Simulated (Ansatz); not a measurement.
**Predicting a hybrid from its neighbours: RbF**

RbF: 2 atoms, total charge 0, spin state singlet. SMILES: `[F][Rb]`. Geometry: relaxed at PBE0-D4/def2-TZVP.

The vertical energy of the triplet above the singlet y, in eV, basis def2-TZVP with a core potential; a is the functional's share of exact exchange. Programs: Ansatz 0.2.0.

| functional | program | a | y (eV) |
| --- | --- | --- | --- |
| revPBE | Ansatz | 0 | 5.26 |
| r2SCAN | Ansatz | 0 | 5.23 |
| B3LYP | Ansatz | 0.2 | 5.21 |
| r2SCAN0 | Ansatz | 0.25 | ? |
| PBE0 | Ansatz | 0.25 | 5.11 |
| BHLYP | Ansatz | 0.5 | 4.87 |

Fit y = c + s·a to the known rows and predict r2SCAN0.


1. Means of the 5 rows: a = 0.1900, y = 5.136.
2. Σ(Δa)² = 0.172, Σ(Δa·Δy) = -0.1247, so the slope is -0.1247/0.172 = -0.725.
3. Intercept: 5.136 − (-0.725) × 0.1900 = 5.274. The largest residual of the fit is 0.081.
4. r2SCAN0: 5.274 + (-0.725) × 0.25 = 5.09 eV.

The run gave 5.01 eV, so the prediction is off by +0.08 eV, within the largest residual. Exact exchange favours the state with more unpaired electrons. Spin-orbit coupling is left out.

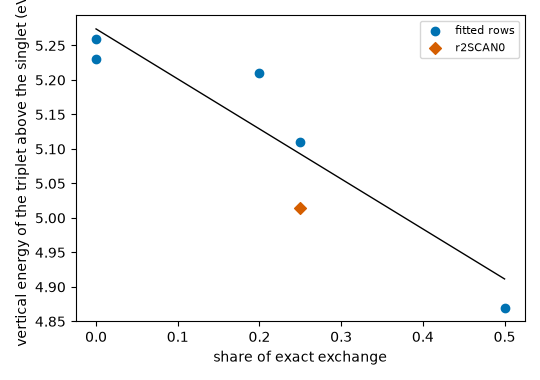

The fitted line, with the withheld row.
